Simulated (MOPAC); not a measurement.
## Geometry relaxation, with input and output: C3H4F2GeO (part 2 of 2)

Continued. System: C3H4F2GeO, SMILES C#[C][Ge]([F])([F])[O]C. Method: MNDO, closed shell (MOPAC 23.2.5). The atoms were displaced at random from an optimised geometry.

Geometry of the input (Å):
```
C  -3.2045  0.3667  0.6241
C  -2.0243  0.4392  0.5268
Ge -0.1765  0.5583  0.4089
F  0.3013  2.0535  -0.2785
F  0.5910  0.5169  1.9444
O  0.4759  -0.7425  -0.5798
C  1.8434  -0.8534  -0.8065
H  -4.2943  0.3078  0.7562
H  2.2442  0.0105  -1.3269
H  1.9931  -1.7482  -1.4407
H  2.4056  -1.0020  0.1332
```

Trajectory as extended XYZ (Å, eV, eV/Å), 20 of the 55 frames kept, from step=0 to step=54:
```
11
Properties=species:S:1:pos:R:3:forces:R:3 step=0 energy=-6.72145
C    -3.2045    0.3667    0.6241   -3.5266  -0.1797   0.5032
C    -2.0243    0.4392    0.5268    2.0887   0.0988  -0.1068
Ge   -0.1765    0.5583    0.4089   -2.7593   0.2313   0.4680
F     0.3013    2.0535   -0.2785    0.4919   0.8789  -0.3826
F     0.5910    0.5169    1.9444    0.5300   0.0026   0.7616
O     0.4759   -0.7425   -0.5798    1.8193  -0.4352  -0.4873
C     1.8434   -0.8534   -0.8065   -1.6371  -1.2998   0.0005
H    -4.2943    0.3078    0.7562    1.8377   0.0816  -0.3296
H     2.2442    0.0105   -1.3269    0.5227   1.0592  -0.6249
H     1.9931   -1.7482   -1.4407    0.3007  -0.3759  -0.2990
H     2.4056   -1.0020    0.1332    0.3321  -0.0619   0.4968
11
Properties=species:S:1:pos:R:3:forces:R:3 step=3 energy=-6.91929
C    -3.2182    0.3608    0.6266   -0.2034  -0.0151   0.0222
C    -2.0279    0.4314    0.5257    0.3342   0.1034   0.1135
Ge   -0.2202    0.5696    0.4213   -0.0306   0.4057   0.0914
F     0.3264    2.0718   -0.2908   -0.0553  -0.1585   0.1538
F     0.6120    0.5135    1.9545   -0.0905   0.0892  -0.0417
O     0.5000   -0.7389   -0.5592    1.4516  -0.2153  -0.5013
C     1.8571   -0.8826   -0.8349   -1.1477  -0.2530   0.5687
H    -4.2544    0.3069    0.7271   -0.5313  -0.0550   0.0049
H     2.2603    0.0265   -1.3412    0.1442  -0.0405  -0.1990
H     2.0125   -1.7841   -1.4860    0.0099   0.2907   0.2003
H     2.4176   -1.0077    0.1378    0.1188  -0.1515  -0.4129
11
Properties=species:S:1:pos:R:3:forces:R:3 step=6 energy=-6.96007
C    -3.2239    0.3585    0.6273   -0.1450   0.0166   0.0551
C    -2.0288    0.4353    0.5363   -0.1301   0.0205   0.0546
Ge   -0.2206    0.5703    0.4185    0.0068   0.2522   0.1612
F     0.3269    2.0710   -0.2849   -0.0366  -0.0586   0.0878
F     0.6081    0.5189    1.9544   -0.0934   0.0655  -0.0755
O     0.5166   -0.7345   -0.5673   -0.0077   0.0042  -0.0277
C     1.8485   -0.8898   -0.8290    0.1895   0.1276  -0.1024
H    -4.2704    0.3024    0.7220   -0.0706  -0.0357  -0.0370
H     2.2665    0.0138   -1.3539    0.0879  -0.1488  -0.0427
H     2.0154   -1.7780   -1.4790    0.0058  -0.1165  -0.0572
H     2.4293   -1.0216    0.1198    0.1935  -0.1270  -0.0163
11
Properties=species:S:1:pos:R:3:forces:R:3 step=9 energy=-6.98889
C    -3.2485    0.3552    0.6321    0.0697   0.0213  -0.0235
C    -2.0502    0.4418    0.5549   -0.1594  -0.0271  -0.0357
Ge   -0.2310    0.5755    0.4221    0.0834   0.0881   0.0959
F     0.3364    2.0719   -0.2706   -0.0998  -0.0141   0.0362
F     0.5997    0.5386    1.9548   -0.0871   0.0220  -0.0123
O     0.5437   -0.7179   -0.5601    0.2390  -0.0854  -0.0518
C     1.8698   -0.9117   -0.8495   -0.0321   0.2384  -0.0762
H    -4.2994    0.2850    0.6938    0.0660  -0.0088   0.0164
H     2.2991   -0.0271   -1.3970    0.0428  -0.1009   0.0418
H     2.0236   -1.8049   -1.4968   -0.2100  -0.1335  -0.0854
H     2.4781   -1.0718    0.0756    0.0876   0.0001   0.0945
11
Properties=species:S:1:pos:R:3:forces:R:3 step=11 energy=-6.99650
C    -3.2584    0.3581    0.6334    0.0182  -0.0243  -0.0536
C    -2.0614    0.4440    0.5528    0.1920  -0.0133  -0.0251
Ge   -0.2317    0.5763    0.4275   -0.0418  -0.0518  -0.1448
F     0.3340    2.0725   -0.2648   -0.0979   0.0018   0.0245
F     0.5922    0.5493    1.9587   -0.0341   0.0008   0.1037
O     0.5615   -0.7148   -0.5565    0.0042   0.0709   0.0548
C     1.8793   -0.9193   -0.8637    0.0889  -0.0436   0.0869
H    -4.3075    0.2786    0.6929    0.0097   0.0139   0.0301
H     2.3159   -0.0465   -1.4149    0.0620   0.0164  -0.0218
H     2.0122   -1.8213   -1.5112   -0.2053  -0.0032  -0.0052
H     2.4987   -1.0892    0.0586    0.0041   0.0325  -0.0495
11
Properties=species:S:1:pos:R:3:forces:R:3 step=14 energy=-7.00970
C    -3.2577    0.3646    0.6297    0.0875  -0.0636   0.0152
C    -2.0597    0.4419    0.5353    0.0008  -0.0573   0.0100
Ge   -0.2294    0.5735    0.4279   -0.0990   0.0277   0.0663
F     0.3101    2.0791   -0.2523    0.0063   0.1243  -0.0501
F     0.5674    0.5631    1.9771   -0.0464  -0.0165   0.0192
O     0.5932   -0.6968   -0.5367    0.0807   0.0010  -0.0532
C     1.8945   -0.9399   -0.8838   -0.0591   0.1299  -0.0550
H    -4.3063    0.2840    0.7236    0.0991   0.0423  -0.0432
H     2.3491   -0.0827   -1.4590   -0.1052  -0.1654   0.1008
H     1.9454   -1.8492   -1.5350    0.0124   0.0290   0.0618
H     2.5360   -1.1111    0.0213    0.0228  -0.0513  -0.0716
11
Properties=species:S:1:pos:R:3:forces:R:3 step=17 energy=-7.01587
C    -3.2479    0.3562    0.6292    0.0078  -0.0103  -0.0262
C    -2.0512    0.4291    0.5351    0.0294  -0.0050   0.0086
Ge   -0.2283    0.5817    0.4307    0.0417   0.0259  -0.0032
F     0.3011    2.0917   -0.2567   -0.0136   0.0330   0.0269
F     0.5520    0.5599    1.9870    0.0023   0.0296   0.0275
O     0.6021   -0.6836   -0.5299    0.0016  -0.0042   0.0001
C     1.8919   -0.9503   -0.8907    0.0446  -0.0197  -0.0025
H    -4.2964    0.2977    0.7127   -0.0093  -0.0189  -0.0074
H     2.3548   -0.1099   -1.4729   -0.0423   0.0040  -0.0079
H     1.9196   -1.8646   -1.5342   -0.0017  -0.0235  -0.0077
H     2.5536   -1.1358   -0.0024   -0.0607  -0.0107  -0.0081
11
Properties=species:S:1:pos:R:3:forces:R:3 step=20 energy=-7.01799
C    -3.2408    0.3481    0.6204    0.0119   0.0069  -0.0084
C    -2.0431    0.4201    0.5359   -0.0063   0.0196  -0.0254
Ge   -0.2213    0.5870    0.4334   -0.0204  -0.0262   0.0086
F     0.2907    2.1060   -0.2478    0.0163   0.0011   0.0183
F     0.5433    0.5715    1.9974    0.0447   0.0223   0.0055
O     0.6041   -0.6825   -0.5278    0.0132   0.0062  -0.0058
C     1.8877   -0.9643   -0.9009   -0.0490   0.0226   0.0083
H    -4.2905    0.2968    0.6973    0.0092  -0.0383  -0.0103
H     2.3466   -0.1267   -1.4907   -0.0016  -0.0266   0.0048
H     1.9038   -1.8825   -1.5405   -0.0233   0.0117   0.0024
H     2.5496   -1.1545   -0.0154    0.0053   0.0007   0.0018
11
Properties=species:S:1:pos:R:3:forces:R:3 step=23 energy=-7.01945
C    -3.2371    0.3418    0.6087   -0.0022  -0.0216  -0.0042
C    -2.0397    0.4202    0.5296   -0.0076  -0.0030   0.0097
Ge   -0.2192    0.5870    0.4387    0.0195   0.0502   0.0021
F     0.2869    2.1118   -0.2335    0.0294  -0.0022  -0.0177
F     0.5498    0.5890    2.0012    0.0231  -0.0257  -0.0036
O     0.6021   -0.6812   -0.5264   -0.0319   0.0108   0.0118
C     1.8799   -0.9726   -0.9075    0.0142  -0.0108   0.0084
H    -4.2857    0.2770    0.6825   -0.0190  -0.0168  -0.0146
H     2.3406   -0.1429   -1.5051    0.0093   0.0181   0.0005
H     1.8886   -1.8921   -1.5452   -0.0444  -0.0059   0.0064
H     2.5463   -1.1651   -0.0257    0.0097   0.0068   0.0011
11
Properties=species:S:1:pos:R:3:forces:R:3 step=26 energy=-7.02257
C    -3.2283    0.3048    0.5715    0.0133  -0.0132   0.0089
C    -2.0319    0.4207    0.5316   -0.0418  -0.0041   0.0177
Ge   -0.2129    0.6068    0.4558    0.0228  -0.0018  -0.0224
F     0.2927    2.1282   -0.2222    0.0313   0.0196  -0.0183
F     0.5826    0.6006    2.0050   -0.0204  -0.0119   0.0076
O     0.5816   -0.6710   -0.5164    0.0878  -0.0019  -0.0052
C     1.8483   -0.9891   -0.9133    0.0345  -0.0107  -0.0094
H    -4.2762    0.2034    0.6080   -0.0089  -0.0012  -0.0010
H     2.3188   -0.1748   -1.5255   -0.0350   0.0131  -0.0037
H     1.8280   -1.9157   -1.5415   -0.0300   0.0123   0.0172
H     2.5319   -1.1828   -0.0440   -0.0537  -0.0002   0.0086
11
Properties=species:S:1:pos:R:3:forces:R:3 step=28 energy=-7.02317
C    -3.2292    0.3033    0.5743   -0.0183  -0.0028  -0.0010
C    -2.0331    0.4204    0.5348    0.0246   0.0030  -0.0088
Ge   -0.2127    0.6085    0.4541   -0.0070   0.0001   0.0019
F     0.2940    2.1300   -0.2251    0.0194  -0.0045   0.0014
F     0.5783    0.5963    2.0057   -0.0120   0.0062   0.0022
O     0.5862   -0.6681   -0.5142    0.0302   0.0007  -0.0132
C     1.8508   -0.9903   -0.9141   -0.0257   0.0044   0.0038
H    -4.2776    0.2040    0.6069    0.0004  -0.0086   0.0097
H     2.3184   -0.1758   -1.5282   -0.0059  -0.0077  -0.0024
H     1.8220   -1.9179   -1.5403    0.0021   0.0129   0.0074
H     2.5311   -1.1852   -0.0435   -0.0079  -0.0038  -0.0010
11
Properties=species:S:1:pos:R:3:forces:R:3 step=31 energy=-7.02339
C    -3.2289    0.2990    0.5730    0.0152  -0.0028   0.0033
C    -2.0329    0.4201    0.5317   -0.0150  -0.0006   0.0035
Ge   -0.2124    0.6103    0.4551    0.0020   0.0062  -0.0022
F     0.2980    2.1307   -0.2233    0.0135   0.0050   0.0008
F     0.5758    0.5994    2.0084   -0.0170   0.0012  -0.0032
O     0.5880   -0.6636   -0.5136   -0.0342  -0.0011   0.0045
C     1.8487   -0.9929   -0.9163    0.0075  -0.0016  -0.0026
H    -4.2769    0.1949    0.6096    0.0093  -0.0036   0.0017
H     2.3170   -0.1830   -1.5353    0.0111   0.0030   0.0007
H     1.8137   -1.9215   -1.5399    0.0015  -0.0103  -0.0063
H     2.5298   -1.1903   -0.0470    0.0062   0.0045  -0.0002
11
Properties=species:S:1:pos:R:3:forces:R:3 step=34 energy=-7.02365
C    -3.2267    0.2898    0.5767   -0.0057   0.0076   0.0010
C    -2.0322    0.4208    0.5293    0.0113   0.0079   0.0002
Ge   -0.2122    0.6146    0.4524    0.0002  -0.0008   0.0003
F     0.3125    2.1327   -0.2211   -0.0090  -0.0017  -0.0016
F     0.5671    0.6010    2.0097   -0.0008  -0.0044   0.0019
O     0.5832   -0.6630   -0.5164    0.0113  -0.0011  -0.0019
C     1.8450   -0.9940   -0.9161   -0.0043  -0.0019  -0.0003
H    -4.2735    0.1783    0.6193   -0.0003  -0.0065  -0.0007
H     2.3160   -0.1857   -1.5356   -0.0013  -0.0018  -0.0007
H     1.8104   -1.9244   -1.5376    0.0020   0.0030   0.0019
H     2.5252   -1.1889   -0.0454   -0.0032  -0.0003  -0.0001
11
Properties=species:S:1:pos:R:3:forces:R:3 step=37 energy=-7.02368
C    -3.2270    0.2922    0.5766    0.0040   0.0004  -0.0003
C    -2.0322    0.4217    0.5300   -0.0051   0.0018  -0.0001
Ge   -0.2121    0.6137    0.4527   -0.0007   0.0012   0.0001
F     0.3093    2.1322   -0.2221   -0.0011   0.0004   0.0001
F     0.5677    0.5999    2.0098   -0.0009  -0.0017  -0.0006
O     0.5845   -0.6632   -0.5160   -0.0026   0.0017   0.0003
C     1.8461   -0.9938   -0.9162    0.0001   0.0005  -0.0002
H    -4.2738    0.1802    0.6180    0.0035  -0.0011   0.0006
H     2.3166   -0.1851   -1.5355   -0.0001  -0.0011   0.0000
H     1.8117   -1.9238   -1.5380    0.0020  -0.0014  -0.0002
H     2.5262   -1.1887   -0.0455    0.0009  -0.0008   0.0002
11
Properties=species:S:1:pos:R:3:forces:R:3 step=40 energy=-7.02368
C    -3.2265    0.2913    0.5767   -0.0006  -0.0001   0.0000
C    -2.0320    0.4223    0.5298    0.0004   0.0003  -0.0003
Ge   -0.2120    0.6142    0.4526   -0.0001   0.0005  -0.0004
F     0.3099    2.1326   -0.2220   -0.0005   0.0010   0.0004
F     0.5671    0.5997    2.0100    0.0006  -0.0007  -0.0002
O     0.5842   -0.6629   -0.5161    0.0000   0.0002  -0.0004
C     1.8456   -0.9942   -0.9162    0.0001  -0.0001  -0.0002
H    -4.2732    0.1777    0.6184   -0.0003  -0.0002   0.0004
H     2.3164   -0.1861   -1.5360    0.0004  -0.0004   0.0000
H     1.8111   -1.9245   -1.5375    0.0003  -0.0005   0.0004
H     2.5259   -1.1891   -0.0455   -0.0002   0.0002   0.0003
11
Properties=species:S:1:pos:R:3:forces:R:3 step=43 energy=-7.02368
C    -3.2266    0.2912    0.5770    0.0002  -0.0001   0.0005
C    -2.0320    0.4224    0.5295    0.0002  -0.0004   0.0006
Ge   -0.2121    0.6144    0.4522    0.0000  -0.0004   0.0004
F     0.3096    2.1333   -0.2216   -0.0001  -0.0006  -0.0001
F     0.5673    0.5990    2.0095   -0.0001   0.0002   0.0002
O     0.5842   -0.6627   -0.5164    0.0000   0.0006  -0.0006
C     1.8458   -0.9945   -0.9157   -0.0005   0.0003  -0.0007
H    -4.2731    0.1773    0.6196   -0.0001   0.0002  -0.0004
H     2.3167   -0.1868   -1.5359    0.0018  -0.0008  -0.0003
H     1.8114   -1.9252   -1.5364    0.0000  -0.0001   0.0002
H     2.5258   -1.1890   -0.0447   -0.0014   0.0010   0.0002
11
Properties=species:S:1:pos:R:3:forces:R:3 step=45 energy=-7.02369
C    -3.2266    0.2912    0.5772    0.0027  -0.0008   0.0003
C    -2.0320    0.4225    0.5296   -0.0034  -0.0006  -0.0001
Ge   -0.2121    0.6145    0.4521   -0.0004  -0.0006   0.0004
F     0.3095    2.1335   -0.2215    0.0001  -0.0007   0.0002
F     0.5672    0.5987    2.0095    0.0005   0.0004  -0.0001
O     0.5842   -0.6625   -0.5168   -0.0013   0.0015   0.0000
C     1.8458   -0.9946   -0.9156    0.0006   0.0010  -0.0005
H    -4.2731    0.1769    0.6197    0.0008   0.0010  -0.0002
H     2.3172   -0.1873   -1.5361    0.0006  -0.0006  -0.0003
H     1.8114   -1.9257   -1.5358    0.0003  -0.0007  -0.0002
H     2.5255   -1.1886   -0.0443   -0.0006   0.0000   0.0004
11
Properties=species:S:1:pos:R:3:forces:R:3 step=48 energy=-7.02369
C    -3.2266    0.2912    0.5783   -0.0007  -0.0009  -0.0015
C    -2.0320    0.4222    0.5299   -0.0006   0.0004   0.0005
Ge   -0.2122    0.6146    0.4515   -0.0002  -0.0001   0.0003
F     0.3091    2.1343   -0.2208   -0.0001   0.0005   0.0001
F     0.5674    0.5975    2.0086    0.0009  -0.0002  -0.0004
O     0.5840   -0.6607   -0.5197   -0.0035   0.0025  -0.0004
C     1.8463   -0.9951   -0.9145    0.0021  -0.0004   0.0013
H    -4.2731    0.1773    0.6212    0.0007   0.0003   0.0006
H     2.3198   -0.1904   -1.5366   -0.0013   0.0017  -0.0011
H     1.8126   -1.9282   -1.5315    0.0004  -0.0021  -0.0007
H     2.5237   -1.1864   -0.0409    0.0021  -0.0018   0.0014
11
Properties=species:S:1:pos:R:3:forces:R:3 step=51 energy=-7.02369
C    -3.2265    0.2909    0.5780   -0.0010  -0.0001   0.0000
C    -2.0320    0.4222    0.5299    0.0006   0.0002   0.0001
Ge   -0.2122    0.6148    0.4515    0.0001  -0.0001  -0.0001
F     0.3088    2.1346   -0.2205   -0.0001   0.0002   0.0000
F     0.5680    0.5974    2.0084    0.0001   0.0000   0.0002
O     0.5838   -0.6605   -0.5198    0.0004   0.0000  -0.0008
C     1.8461   -0.9953   -0.9143   -0.0003  -0.0004   0.0006
H    -4.2731    0.1770    0.6208    0.0003  -0.0001   0.0000
H     2.3196   -0.1908   -1.5367    0.0001   0.0001  -0.0001
H     1.8124   -1.9287   -1.5310   -0.0002   0.0002   0.0002
H     2.5236   -1.1866   -0.0407    0.0000   0.0000  -0.0001
11
Properties=species:S:1:pos:R:3:forces:R:3 step=54 energy=-7.02369
C    -3.2265    0.2906    0.5782    0.0001   0.0001   0.0000
C    -2.0320    0.4221    0.5300    0.0000  -0.0001   0.0000
Ge   -0.2122    0.6150    0.4513    0.0000   0.0000   0.0000
F     0.3086    2.1353   -0.2200    0.0000   0.0000   0.0000
F     0.5683    0.5968    2.0080    0.0000   0.0000   0.0000
O     0.5837   -0.6596   -0.5210    0.0001  -0.0003   0.0003
C     1.8461   -0.9958   -0.9138    0.0000   0.0002  -0.0002
H    -4.2730    0.1763    0.6212   -0.0001   0.0000   0.0000
H     2.3206   -0.1926   -1.5371    0.0000   0.0000   0.0001
H     1.8124   -1.9302   -1.5290    0.0000   0.0001   0.0000
H     2.5228   -1.1860   -0.0393   -0.0001  -0.0001  -0.0001
```

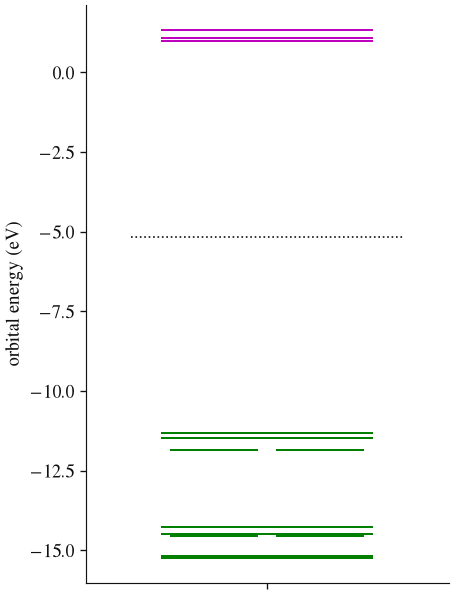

Orbital energies near the frontier; the dotted line parts filled from empty levels, and levels within 0.02 eV of each other stand side by side. Highest filled −11.32 eV, lowest empty 0.99 eV, 12.31 eV apart.

Results in brief:

| quantity | value |
| --- | --- |
| outcome | converged |
| total energy | −66.259272 hartree |
| dispersion energy | 0.000000 hartree |
| heat of formation | −161.97 kcal/mol |
| basis functions | 32 |
| largest force | 0.000 eV/Å |
| HOMO | −11.32 eV |
| LUMO | 0.99 eV |
| dipole moment | 2.99 D |
| peak memory | 0.071 GiB |

MOPAC's energies along a path are heats of formation.
